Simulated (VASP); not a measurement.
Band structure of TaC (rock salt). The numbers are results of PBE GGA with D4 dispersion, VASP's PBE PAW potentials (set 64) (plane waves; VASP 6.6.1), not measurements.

Unless said otherwise, spin-orbit coupling is left out, though it shifts the bands of the heavy elements here.

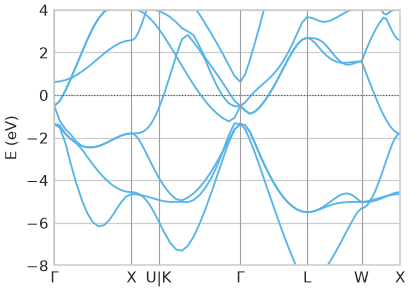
Bands along high-symmetry lines, zero at the valence-band maximum or, without a gap, the Fermi level

Q: Read the plot: is there a gap, and where are the band edges?

A: It has no gap at this level: it comes out as a metal or semimetal. (Edges off the drawn lines would not show.)

The compound is TaC in the rock salt structure. It was relaxed first. The electron count is odd and the run is not spin-polarised, which forces a metal.
